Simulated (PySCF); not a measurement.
**GaCl: relaxation and vibrations of the singlet**

Where does singlet GaCl go from a linear start, is the end point a minimum, and what are its modes, charges and moments?

The runs use PySCF 2.14.0; B3LYP, basis Ga def2-TZVP, Cl def2-TZVP, no relativity, density fitting.

## 1. Where the work starts

2 atoms, charge 0, spin multiplicity 1.

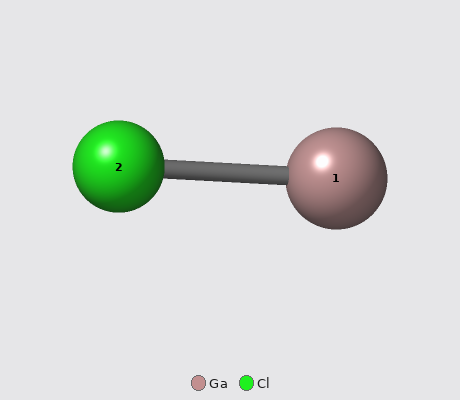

The starting geometry (gallium pink, chlorine green); atoms are numbered from 1 in the order of the file.

```xyz
2
charge 0 multiplicity 1
Ga    0.0000    0.0000    0.0000
Cl    0.0000    0.0000    2.3410
```

## 2. Finding the electronic state

One driver script runs all steps and calls PySCF; scf.py shows how it sets up the SCF of each step. The optimiser is the driver's own. After this first run the driver tries any further starts and a stability analysis.

Contents of scf.py:

```python
from pyscf import gto, scf, dft
mol = gto.M(atom='''
Ga     0.000000     0.000000     0.000000
Cl     0.000000     0.000000     2.341000''',
    basis={'Ga': 'def2-TZVP', 'Cl': 'def2-TZVP'},
    charge=0, spin=0)
mf = dft.RKS(mol, xc='B3LYP')
mf.grids.atom_grid = (50, 194)
aux = {'Ga': 'def2-universal-JKFIT', 'Cl': 'def2-universal-JKFIT'}
mf = mf.density_fit(auxbasis=aux)
mf.conv_tol = 1e-08
mf.diis_space = 10
mf.max_cycle = 60
mf.init_guess = 'minao'
mf.verbose = 4
mf.kernel()
```

On the command line:

```console
OMP_NUM_THREADS=2 python axn.py task.json out
```

Standard output:

```text
init E= -2384.59341985549
  HOMO = -0.267802456333012  LUMO = -0.0647667092142258  gap/eV = 5.52488
cycle= 1 E= -2385.11543228047  delta_E= -0.522  |g|= 0.778  |ddm|= 1.02
  HOMO = -0.207537264658125  LUMO = -0.103514939101066  gap/eV = 2.83059
cycle= 2 E= -2384.7893754933  delta_E= 0.326  |g|= 1.44  |ddm|= 1.46
  HOMO = -0.278678884717277  LUMO = -0.0702449462627503  gap/eV = 5.67178
cycle= 3 E= -2385.19071717798  delta_E= -0.401  |g|= 0.204  |ddm|= 1.11
  HOMO = -0.270386085471251  LUMO = -0.0776738053617839  gap/eV = 5.24397
cycle= 4 E= -2385.20019876525  delta_E= -0.00948  |g|= 0.0559  |ddm|= 0.222
  HOMO = -0.275036044112823  LUMO = -0.0784525096881757  gap/eV = 5.34931
cycle= 5 E= -2385.20086645434  delta_E= -0.000668  |g|= 0.00852  |ddm|= 0.0441
  HOMO = -0.274505588961587  LUMO = -0.0771106063057186  gap/eV = 5.37139
cycle= 6 E= -2385.20089845036  delta_E= -3.2e-05  |g|= 0.000955  |ddm|= 0.013
  HOMO = -0.274576294634765  LUMO = -0.0771704965802777  gap/eV = 5.37169
cycle= 7 E= -2385.20089864851  delta_E= -1.98e-07  |g|= 0.000411  |ddm|= 0.000941
  HOMO = -0.274552910992518  LUMO = -0.0771606187323973  gap/eV = 5.37132
cycle= 8 E= -2385.20089869072  delta_E= -4.22e-08  |g|= 8.52e-05  |ddm|= 0.000412
  HOMO = -0.274556510941307  LUMO = -0.0771679326925088  gap/eV = 5.37122
cycle= 9 E= -2385.20089869285  delta_E= -2.12e-09  |g|= 1.52e-05  |ddm|= 8.59e-05
  HOMO = -0.274554176267587  LUMO = -0.0771688477558282  gap/eV = 5.37113
Extra cycle  E= -2385.20089869279  delta_E= 5.46e-11  |g|= 2.17e-05  |ddm|= 4.22e-05
converged SCF energy = -2385.20089869279
```

This step, with its further starts and checks, ran for 3.4 s (2 threads of Arm Neoverse V2, shared host).

No lower closed-shell solution turned up in the test of internal stability.

## 3. Relaxing the singlet from the linear start

The program finds C∞v symmetry in the start, which this walk keeps.

scf.py, as its differences from that of step 2:

```diff
@@ -3,2 +3,2 @@
-Ga     0.000000     0.000000     0.000000
-Cl     0.000000     0.000000     2.341000''',
+Ga     0.000000     0.000000    -0.787935
+Cl     0.000000     0.000000     1.553065''',
@@ -14 +13,0 @@
-mf.init_guess = 'minao'
```

Steps of the walk:

```csv
step,energy (Eh),change (kJ/mol),largest symmetric gradient (Eh/bohr)
0,-2385.200899,0.00,0.01708
1,-2385.202420,-3.99,0.00703
2,-2385.202654,-4.61,0.00191
3,-2385.202670,-4.65,0.00015
4,-2385.202670,-4.65,0.00000
```

The walk took 3.6 s.

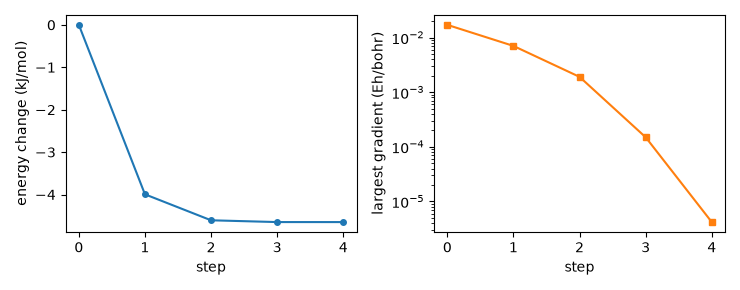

How energy and gradient fall.

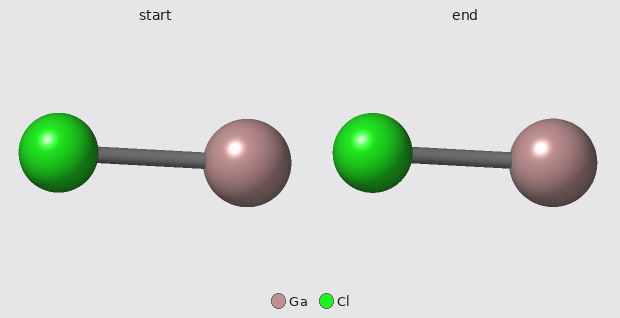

The geometry along the walk, at one scale.

It settles in C∞v symmetry, 4.6 kJ/mol below the start, after 4 steps: Ga–Cl 2.239 Å.

## 4. Vibrations and properties at this point

The point is checked on the finer grid, and tightened if its gradient asks for it. The Hessian and the dipole derivatives come from central differences of analytic gradients, with steps of 0.02 bohr.

scf.py, as its differences from that of step 3:

```diff
@@ -3,2 +3,2 @@
-Ga     0.000000     0.000000    -0.787935
-Cl     0.000000     0.000000     1.553065''',
+Ga     0.000000     0.000000    -0.753594
+Cl     0.000000    -0.000000     1.485377''',
@@ -8 +8 @@
-mf.grids.atom_grid = (50, 194)
+mf.grids.atom_grid = (75, 302)
@@ -11 +11 @@
-mf.conv_tol = 1e-08
+mf.conv_tol = 1e-10
```

This SCF starts from the last density.

Log of the central SCF (cycles and frontier levels):

```text
init E= -2385.20261054363
  HOMO = -0.270653096739856  LUMO = -0.0711887695824075  gap/eV = 5.42770
cycle= 1 E= -2385.20261054363  delta_E= 9.09e-12  |g|= 1.33e-06  |ddm|= 2.11e-06
  HOMO = -0.270653233896283  LUMO = -0.0711887291658412  gap/eV = 5.42771
Extra cycle  E= -2385.20261054363  delta_E=    0  |g|= 1.96e-06  |ddm|= 2.99e-06
converged SCF energy = -2385.20261054363
```

The whole step took 7.8 s.

Geometry: C∞v; Ga–Cl 2.239 Å.

Modes, for the most abundant isotopes:

| symmetry | ω (cm⁻¹) | IR (km/mol) |
| --- | --- | --- |
| σ+ | 352 | 90.8 |

No imaginary mode, so this is a minimum.

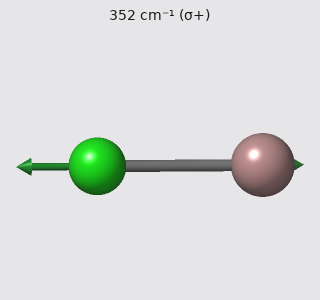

Displacements of 1 of the modes, as arrows (one member where a mode is degenerate).

Properties at this point:

```yaml
Dipole_moment: 2.56 D
Highest_occupied_level: -7.36 eV
Lowest_empty_level: -1.94 eV
Rotational_constants: 0.145 cm⁻¹
Zero-point_energy: 2.1 kJ/mol
Principal_polarisabilities: 36.1, 36.1, 59.5 bohr³
Atomisation_energy_without_zero-point_energy: 458 kJ/mol
Principal_traceless_quadrupole_moments_about_the_centre_of_mass: -5.04, 2.52, 2.52 D Å
Entropy_at_298.15_K_and_1_bar: 240.3 J/(mol K)
Heat_capacity_Cp_at_298.15_K: 35.7 J/(mol K)
Enthalpy_at_298.15_K_above_0_K: 9.62 kJ/mol
Rotational_symmetry_number: 1
```

Charges (e) and bond orders:

```tsv
atom	Mulliken	Löwdin	polar tensor	Mayer order to Ga1
Ga1	0.35	-0.02	0.65	–
Cl2	-0.35	0.02	-0.65	1.05
```

Outer orbital energies (eV). occupied: -23.13, -23.02, -23.02, -21.10, -11.19, -8.44, -8.44, -7.36; empty: -1.94, -1.94, 0.36, 4.04.

Mulliken populations on Ga1: s 7.95, p 12.60, d 10.09, f 0.02.

## 5. Outcome

| quantity | value |
| --- | --- |
| minimum | singlet, C∞v |
| geometry | Ga–Cl 2.239 Å |
| wavenumbers (cm⁻¹) | 352 (σ+) |
| dipole moment | 2.56 D |
| highest occupied, lowest empty level | -7.36, -1.94 eV |
| polar-tensor charge of Ga1 | +0.65 e |
| zero-point energy | 2.1 kJ/mol |
| entropy at 298.15 K | 240.3 J/(mol K) |
| atomisation energy (no zero-point energy) | 458 kJ/mol |

The molecule stays C∞v, as typed, and the end point is a minimum. In the infrared the band at 352 cm⁻¹ (σ+, stretch) leads. Other starts or spin states, not run here, may lie lower.

The search up to here took 15 s.
